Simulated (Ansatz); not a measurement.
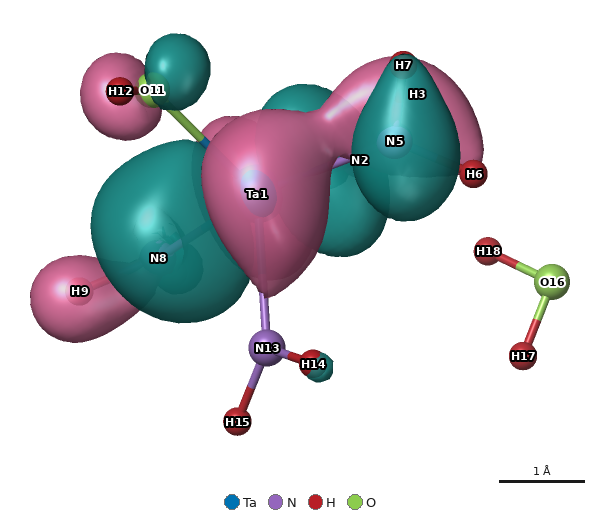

H₉N₄OTa···H₂O. One frontier orbital at ±0.1 Å⁻³ᐟ² (teal and pink are the two phases), seen from one side.

Core potentials replace the inner electrons of Ta.

Theory: Ansatz, RKS PBE/def2-SVP.

```xyz
18

Ta   -0.1432    0.1861   -0.0020
N     1.9108   -0.1256    0.0133
H     2.4817    0.1971    0.8017
H     2.4796   -0.0871   -0.8406
N     0.0463   -0.0649    1.9984
H     0.5655   -0.8846    2.3631
H    -0.0121    0.6636    2.7200
N     0.2126    0.0820   -2.0131
H    -0.5577    0.2224   -2.6826
H     1.0430   -0.1863   -2.5514
O    -1.0402    1.8923    0.1122
H    -1.9518    2.0997    0.3770
N    -1.3444   -1.4146   -0.1317
H    -1.8097   -1.8265    0.6828
H    -1.4727   -1.9970   -0.9635
O     1.7604   -2.4936    1.6558
H     1.0932   -3.0652    1.2324
H     1.9269   -1.8138    0.9462
```

### Which orbital is it: HOMO or LUMO?

The LUMO, at −1.44 eV. Its weight (Hirshfeld) is mainly on Ta1 (about 60 %) and N5 (about 15 %).
